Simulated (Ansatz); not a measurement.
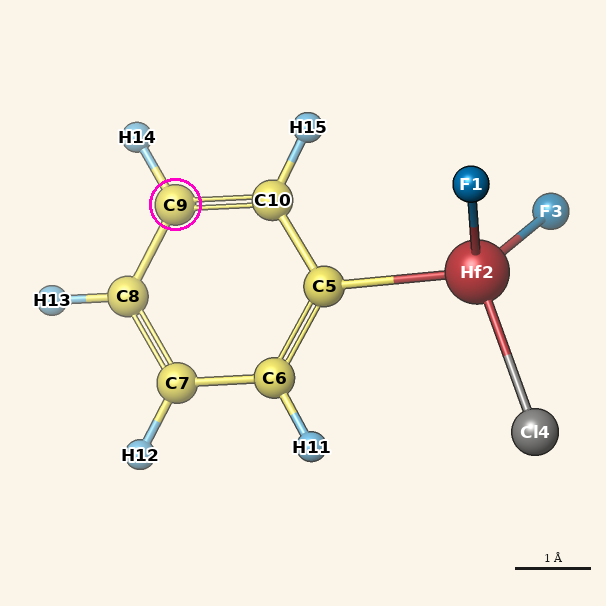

Orthographic view. Depth is shown by fading: the farther an atom, the more it takes the colour of the background. Charge 0, singlet. The computed structure is the end point of a PBE0-D4/def2-TZVP optimisation.

Name the neighbours of the circled atom.

Answer. The circled atom is C9; it is bonded to C8, C10, H14.

What is the shortest path along bonds from the circled atom to H12?

Answer. C9–C8–C7–H12, 3 bonds; through space the two are 3.39 Å apart.

Which atom is nearest the viewer?

Answer. F1, 2.4 Å in front of the mean position.

Of Hf2 and F3, which is nearer the viewer?

Answer. Hf2; the bond to F3 points away from the viewer, so it looks shorter than its 1.90 Å.
